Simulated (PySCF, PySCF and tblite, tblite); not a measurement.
**C₃H₉FP₂Si: a scan of pyramidal angle**

How do energy and shieldings of C₃H₉FP₂Si (`C/C(=C\F)[SiH](P)P`) change along pyramidal angle?

Programs: PySCF 2.14.0 with density-fitted response routines of our own, and tblite 0.8.0. All values are computed, except where a source is named. Atoms count from 0 throughout.

### 1 The starting structure

16 atoms, charge 0, multiplicity 1; geometry from: force field or distance geometry start.

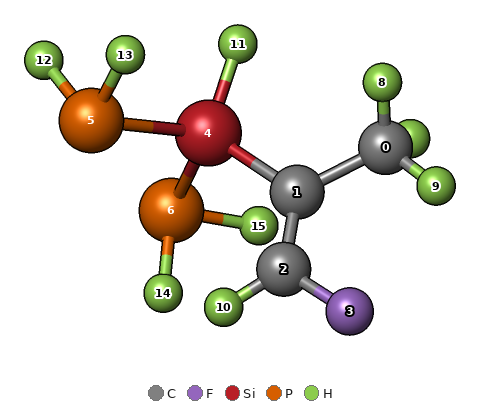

The starting geometry (carbon grey, fluorine purple, silicon red, phosphorus orange, hydrogen green), atoms numbered.

### 2 GFN2-xTB relaxation, start minimum

What the job is given:

```
{"job": {"xc": "GFN2-xTB", "basis": "xTB", "kind": "relax"}, "charge": 0, "multiplicity": 1}
C     -1.738100     0.641200     0.904100
C     -0.803900     0.062800    -0.115100
C     -1.229400    -0.486100    -1.245800
F     -2.550200    -0.523000    -1.561300
Si     0.993700     0.128000     0.340400
P      2.133800     1.015100    -1.340200
P      1.718300    -1.923600     0.694300
H     -1.660900     0.127800     1.870100
H     -1.534800     1.705000     1.067000
H     -2.795000     0.563800     0.586700
H     -0.656300    -0.929600    -2.045200
H      1.199000     0.946600     1.550500
H      3.357700     1.183200    -0.639300
H      1.716400     2.351200    -1.162700
H      1.183300    -2.511600    -0.467900
H      0.658500    -2.341900     1.552900
```

Command:

```
> OMP_NUM_THREADS=1 python ens_run.py task.json out
```

This one command runs the whole study; its stages follow in the order run.

Log:

```text
step      E/eV     max force
  0    -611.22309    1.204
  1    -611.29759    0.752
  2    -611.34383    0.472
  3    -611.35917    0.400
  4    -611.37751    0.301
  5    -611.38443    0.220
  6    -611.38712    0.211
  7    -611.39047    0.149
  8    -611.39276    0.124
  9    -611.39450    0.115
 10    -611.39571    0.085
 11    -611.39692    0.088
 12    -611.39806    0.093
 13    -611.39906    0.118
 14    -611.39996    0.096
 15    -611.40077    0.059
 16    -611.40139    0.054
 17    -611.40184    0.064
 18    -611.40225    0.057
 19    -611.40275    0.063
 20    -611.40343    0.068
 21    -611.40420    0.080
 22    -611.40483    0.070
 23    -611.40525    0.052
 24    -611.40558    0.055
 25    -611.40599    0.057
 26    -611.40665    0.092
 27    -611.40764    0.098
 28    -611.40877    0.091
 29    -611.40964    0.063
 30    -611.41025    0.062
 31    -611.41087    0.082
 32    -611.41152    0.073
 33    -611.41204    0.050
 34    -611.41240    0.048
 35    -611.41271    0.042
 36    -611.41314    0.063
 37    -611.41377    0.071
 38    -611.41442    0.063
 39    -611.41479    0.047
 40    -611.41495    0.027
 41    -611.41504    0.028
 42    -611.41514    0.032
 43    -611.41526    0.028
 44    -611.41538    0.024
 45    -611.41547    0.025
 46    -611.41558    0.029
 47    -611.41578    0.040
 48    -611.41616    0.054
 49    -611.41686    0.064
 50    -611.41780    0.081
 51    -611.41876    0.097
 52    -611.41965    0.086
 53    -611.42026    0.060
 54    -611.42080    0.076
 55    -611.42137    0.067
 56    -611.42195    0.072
 57    -611.42264    0.076
 58    -611.42342    0.067
 59    -611.42435    0.072
 60    -611.42580    0.089
 61    -611.42349    0.308
 62    -611.42788    0.096
 63    -611.42899    0.095
 64    -611.42580    0.480
 65    -611.43192    0.067
 66    -611.43308    0.058
 67    -611.43355    0.265
 68    -611.43496    0.062
 69    -611.43540    0.062
 70    -611.43669    0.089
 71    -611.43735    0.058
 72    -611.43872    0.070
 73    -611.43955    0.093
 74    -611.44024    0.062
 75    -611.44080    0.059
 76    -611.44159    0.105
 77    -611.44217    0.108
 78    -611.44291    0.073
 79    -611.44377    0.102
 80    -611.44415    0.065
 81    -611.44503    0.076
 82    -611.44624    0.073
 83    -611.44743    0.081
 84    -611.44799    0.109
 85    -611.44964    0.101
 86    -611.45094    0.086
 87    -611.45240    0.074
 88    -611.45269    0.057
 89    -611.45317    0.053
 90    -611.45349    0.035
 91    -611.45367    0.039
 92    -611.45393    0.039
 93    -611.45430    0.039
 94    -611.45465    0.040
 95    -611.45497    0.038
 96    -611.45533    0.043
 97    -611.45578    0.054
 98    -611.45621    0.071
 99    -611.45644    0.066
100    -611.45691    0.039
101    -611.45718    0.036
102    -611.45757    0.043
103    -611.45801    0.061
104    -611.45846    0.065
105    -611.45880    0.053
106    -611.45914    0.045
107    -611.45961    0.069
108    -611.46037    0.100
109    -611.46149    0.108
110    -611.46260    0.111
111    -611.46330    0.065
112    -611.46405    0.085
113    -611.46459    0.095
114    -611.46516    0.077
115    -611.46578    0.071
116    -611.46653    0.060
117    -611.46702    0.077
118    -611.46756    0.044
119    -611.46785    0.034
120    -611.46809    0.035
121    -611.46816    0.032
122    -611.46831    0.032
123    -611.46840    0.026
124    -611.46847    0.024
125    -611.46856    0.028
126    -611.46871    0.029
127    -611.46889    0.023
128    -611.46904    0.033
129    -611.46909    0.026
130    -611.46915    0.027
131    -611.46920    0.020
132    -611.46930    0.015
133    -611.46937    0.019
134    -611.46947    0.031
135    -611.46961    0.035
136    -611.46984    0.033
137    -611.47017    0.035
138    -611.47053    0.042
139    -611.47087    0.039
140    -611.47122    0.047
141    -611.47157    0.055
142    -611.47165    0.065
143    -611.47219    0.044
144    -611.47249    0.058
145    -611.47282    0.045
146    -611.47317    0.036
147    -611.47351    0.035
148    -611.47374    0.027
149    -611.47383    0.036
150    -611.47391    0.032
151    -611.47400    0.020
152    -611.47412    0.019
153    -611.47415    0.019
154    -611.47423    0.014
155    -611.47429    0.015
156    -611.47435    0.016
157    -611.47441    0.017
158    -611.47446    0.015
159    -611.47450    0.012
160    -611.47454    0.013
161    -611.47457    0.012
162    -611.47460    0.011
163    -611.47463    0.013
164    -611.47466    0.012
165    -611.47470    0.014
166    -611.47474    0.015
167    -611.47477    0.014
168    -611.47481    0.015
169    -611.47485    0.023
170    -611.47489    0.025
171    -611.47492    0.021
172    -611.47495    0.014
173    -611.47498    0.012
174    -611.47500    0.014
175    -611.47502    0.017
176    -611.47504    0.016
177    -611.47506    0.013
178    -611.47508    0.009
179    -611.47509    0.010
180    -611.47510    0.009
181    -611.47511    0.011
182    -611.47512    0.011
183    -611.47513    0.011
184    -611.47515    0.015
185    -611.47516    0.014
186    -611.47518    0.011
187    -611.47519    0.012
188    -611.47520    0.010
189    -611.47521    0.009
190    -611.47522    0.009
191    -611.47522    0.008
192    -611.47522    0.006
193    -611.47523    0.004
194    -611.47523    0.005
195    -611.47524    0.008
196    -611.47524    0.009
197    -611.47525    0.008
198    -611.47526    0.009
199    -611.47528    0.009
200    -611.47530    0.011
201    -611.47532    0.012
202    -611.47533    0.008
203    -611.47534    0.006
204    -611.47535    0.005
205    -611.47536    0.006
206    -611.47536    0.006
207    -611.47537    0.006
208    -611.47537    0.006
209    -611.47538    0.008
210    -611.47538    0.005
211    -611.47539    0.004
212    -611.47539    0.004
213    -611.47539    0.004
214    -611.47539    0.004
215    -611.47539    0.002
```

Wall time 1.8 s (1 thread of Intel Xeon Platinum 8488C, shared host).

The energy fell by 0.252 eV, and the atoms moved 1.04 Å (root mean square).

### 3 Relaxed scan, pyramidal angle

What the job is given:

```
{"job": {"xc": "GFN2-xTB", "basis": "xTB", "coordinate": [["t", [13, 4, 12, 5], 0.3333333333333333], ["t", [4, 12, 13, 5], 0.3333333333333333], ["t", [12, 13, 4, 5], 0.3333333333333333]], "kind": "drive"}, "charge": 0, "multiplicity": 1}
C     -1.882964     0.168331     1.065653
C     -0.952161     0.291914    -0.097034
C     -1.375324     0.403125    -1.345429
F     -2.679550     0.427935    -1.681538
Si     0.898423     0.235928     0.272705
P      2.007612     0.174889    -1.691078
P      1.216759    -1.575700     1.583330
H     -1.626309    -0.718969     1.645630
H     -1.775116     1.031342     1.720735
H     -2.918470     0.097260     0.741278
H     -0.739659     0.485147    -2.217529
H      1.240571     1.398086     1.116704
H      3.259183     0.270884    -1.109969
H      1.937215     1.540341    -1.903199
H      2.555673    -1.734052     1.272551
H      0.826518    -2.487517     0.615779
```

Log:

```text
point  coordinate     E/eV
  0    -52.400     -611.47532
  1    -40.500     -611.25981
  2    -21.900     -610.69297
  3     -0.200     -610.36296
  4     21.800     -610.67117
  5     40.300     -611.22370
  6     52.200     -611.42782
  7     60.200     -611.21432
```

It took 3.5 s on 1 thread of Intel Xeon Platinum 8488C, shared host.

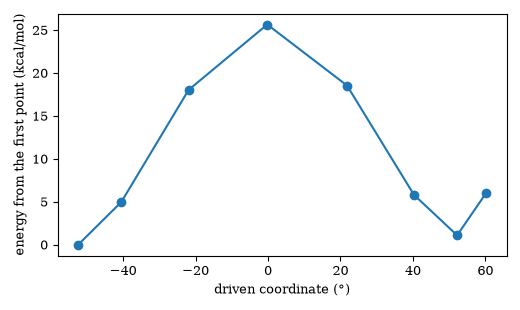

Energy along the scan.

### 4 Relaxed scan, pyramidal angle

job is that of step 3.

Log:

```text
point  coordinate     E/eV
  0    -60.400     -611.27286
```

Run time: 0.36 s. Hardware: 1 thread of Intel Xeon Platinum 8488C, shared host.

### 5 Shieldings, coordinate held at 60.2: PBE0/pcSseg-1 in acetonitrile

What the job is given:

```
{"job": {"kind": "nmr", "xc": "PBE0", "basis": "pcSseg-1", "solvent": "acetonitrile", "every": 1, "pop": false}, "charge": 0, "multiplicity": 1}
C     -1.823046     0.086489     0.954683
C     -0.810639     0.309688    -0.125272
C     -1.158332     0.448447    -1.394181
F     -2.440019     0.410522    -1.809634
Si     0.999436     0.341600     0.439869
P      2.541092     0.562428    -1.243067
P      1.230042    -1.520496     1.701015
H     -1.573292    -0.817585     1.511153
H     -1.805164     0.918208     1.656750
H     -2.825179    -0.010267     0.544335
H     -0.487701     0.608216    -2.226713
H      1.139242     1.490747     1.352718
H      1.697554    -0.330861    -1.893837
H      1.623779     1.484585    -1.725918
H      2.607358    -1.568899     1.595408
H      1.062897    -2.407122     0.647430
```

Log:

```text
coarse grid: 14800 points
cycle   1  E = -1190.9841795174  dE =  5.646e-01  |g| = 4.759e-01  |ddm| = 3.596e+00
cycle   2  E = -1190.9610111747  dE =  2.317e-02  |g| = 6.021e-01  |ddm| = 7.812e-01
cycle   3  E = -1191.0288369940  dE = -6.783e-02  |g| = 6.749e-02  |ddm| = 4.373e-01
cycle   4  E = -1191.0296942318  dE = -8.572e-04  |g| = 3.195e-02  |ddm| = 8.481e-02
cycle   5  E = -1191.0299296684  dE = -2.354e-04  |g| = 8.287e-03  |ddm| = 3.347e-02
cycle   6  E = -1191.0299415972  dE = -1.193e-05  |g| = 3.629e-03  |ddm| = 1.049e-02
cycle   7  E = -1191.0299443349  dE = -2.738e-06  |g| = 4.518e-04  |ddm| = 3.169e-03
final grid: 129360 points
cycle   8  E = -1191.0766801960  dE = -3.825e-05  |g| = 6.558e-03  |ddm| = 3.349e-02
cycle   9  E = -1191.0766762433  dE =  3.953e-06  |g| = 7.948e-03  |ddm| = 1.335e-02
cycle  10  E = -1191.0766909581  dE = -1.471e-05  |g| = 1.221e-03  |ddm| = 7.133e-03
cycle  11  E = -1191.0766912172  dE = -2.591e-07  |g| = 2.063e-04  |ddm| = 1.129e-03
cycle  12  E = -1191.0766912247  dE = -7.532e-09  |g| = 9.424e-05  |ddm| = 2.282e-04
cycle  13  E = -1191.0766912266  dE = -1.906e-09  |g| = 2.380e-05  |ddm| = 9.459e-05
cycle  14  E = -1191.0766912267  dE = -1.369e-10  |g| = 4.581e-06  |ddm| = 2.359e-05
converged SCF energy = -1191.0766912267

GIAO shielding tensors (ppm)
atom      isotropic    diamagn.    paramagn.     s11        s22        s33       span
  0 C      172.926     246.238     -73.312    155.360    180.166    183.251     27.891
  1 C       65.944     266.546    -200.602    -28.119     59.341    166.611    194.730
  2 C       25.298     251.310    -226.012    -68.202     70.201     73.896    142.099
  3 F      282.004     473.248    -191.244    148.166    273.184    424.663    276.496
  4 Si     366.141     882.549    -516.408    310.817    389.456    398.150     87.332
  5 P      671.978     969.491    -297.513    581.647    678.714    755.573    173.925
  6 P      596.606     968.538    -371.931    522.223    611.390    656.206    133.982
  7 H       29.999      29.934       0.064     23.540     31.160     35.297     11.757
  8 H       30.103      28.763       1.340     25.567     27.845     36.895     11.328
  9 H       28.983      29.558      -0.575     23.398     28.698     34.854     11.455
 10 H       24.915      31.952      -7.037     19.836     24.793     30.116     10.280
 11 H       26.746      30.113      -3.366     23.716     24.967     31.557      7.841
 12 H       30.898      32.843      -1.946     25.703     28.854     38.136     12.433
 13 H       30.679      32.257      -1.577     24.155     28.606     39.277     15.123
 14 H       30.222      30.355      -0.133     24.613     27.615     38.437     13.824
 15 H       30.359      31.345      -0.986     25.773     27.977     37.327     11.554
```

Wall time 28 s (1 thread of Intel Xeon Platinum 8488C, shared host); peak memory 0.9 GiB.

In short: HOMO -7.13 eV, LUMO -0.06 eV; dipole 1.09 D.

### 6 Shieldings, coordinate held at -0.2: PBE0/pcSseg-1 in acetonitrile

What the job is given:

```
{"job": {"kind": "nmr", "xc": "PBE0", "basis": "pcSseg-1", "solvent": "acetonitrile", "every": 1, "pop": false}, "charge": 0, "multiplicity": 1}
C     -1.968900     0.157737     1.067097
C     -0.979026     0.308571    -0.042913
C     -1.335421     0.446378    -1.307926
F     -2.620898     0.468266    -1.711226
Si     0.839227     0.299014     0.458960
P      2.119086     0.528860    -1.296855
P      1.306688    -1.612952     1.560301
H     -1.737326    -0.733976     1.650559
H     -1.908299     1.015553     1.735657
H     -2.983541     0.081445     0.682752
H     -0.654255     0.554790    -2.140046
H      1.062998     1.398883     1.417026
H      3.279210    -0.135061    -1.465566
H      1.962380     1.307575    -2.384343
H      2.644114    -1.619025     1.205942
H      0.962428    -2.458937     0.518592
```

Log:

```text
coarse grid: 14800 points
cycle   1  E = -1190.9550239968  dE =  6.722e-01  |g| = 4.793e-01  |ddm| = 3.676e+00
cycle   2  E = -1190.9351254768  dE =  1.990e-02  |g| = 5.967e-01  |ddm| = 8.036e-01
cycle   3  E = -1191.0011158026  dE = -6.599e-02  |g| = 6.994e-02  |ddm| = 4.377e-01
cycle   4  E = -1191.0020633318  dE = -9.475e-04  |g| = 3.038e-02  |ddm| = 8.608e-02
cycle   5  E = -1191.0022749487  dE = -2.116e-04  |g| = 8.395e-03  |ddm| = 3.322e-02
cycle   6  E = -1191.0022873866  dE = -1.244e-05  |g| = 3.674e-03  |ddm| = 1.065e-02
cycle   7  E = -1191.0022900810  dE = -2.694e-06  |g| = 5.285e-04  |ddm| = 3.209e-03
final grid: 129360 points
cycle   8  E = -1191.0488882525  dE = -3.127e-05  |g| = 6.748e-03  |ddm| = 2.768e-02
cycle   9  E = -1191.0488837307  dE =  4.522e-06  |g| = 8.298e-03  |ddm| = 1.409e-02
cycle  10  E = -1191.0488995050  dE = -1.577e-05  |g| = 1.280e-03  |ddm| = 7.507e-03
cycle  11  E = -1191.0488997968  dE = -2.918e-07  |g| = 1.839e-04  |ddm| = 1.150e-03
cycle  12  E = -1191.0488998025  dE = -5.725e-09  |g| = 9.067e-05  |ddm| = 2.166e-04
cycle  13  E = -1191.0488998043  dE = -1.784e-09  |g| = 2.141e-05  |ddm| = 9.099e-05
cycle  14  E = -1191.0488998044  dE = -9.891e-11  |g| = 5.059e-06  |ddm| = 2.125e-05
converged SCF energy = -1191.0488998044

GIAO shielding tensors (ppm)
atom      isotropic    diamagn.    paramagn.     s11        s22        s33       span
  0 C      175.029     245.147     -70.118    156.607    183.381    185.098     28.491
  1 C       70.566     266.312    -195.746    -25.276     67.545    169.429    194.705
  2 C       23.772     252.015    -228.243    -71.889     70.978     72.227    144.116
  3 F      282.114     472.820    -190.707    147.451    270.589    428.301    280.850
  4 Si     382.046     881.234    -499.187    356.156    377.314    412.669     56.513
  5 P      644.854     972.612    -327.758    472.291    636.407    825.865    353.575
  6 P      599.252     968.204    -368.953    537.104    611.694    648.957    111.852
  7 H       30.058      29.283       0.775     23.879     30.683     35.612     11.734
  8 H       30.076      28.151       1.926     25.397     27.726     37.106     11.709
  9 H       28.996      28.975       0.021     23.493     28.663     34.831     11.338
 10 H       24.815      32.578      -7.763     19.430     24.872     30.142     10.712
 11 H       25.963      29.318      -3.355     21.536     24.875     31.479      9.943
 12 H       30.410      31.861      -1.451     23.202     27.393     40.634     17.431
 13 H       29.698      32.070      -2.372     22.654     26.221     40.221     17.567
 14 H       30.032      30.306      -0.274     24.325     28.345     37.425     13.099
 15 H       30.256      31.188      -0.932     25.461     27.554     37.754     12.293
```

It took 28 s on 1 thread of Intel Xeon Platinum 8488C, shared host; peak memory 1 GiB.

Key values: HOMO -6.03 eV, LUMO -0.46 eV; dipole 1.30 D.

[end of part 1 of 3]
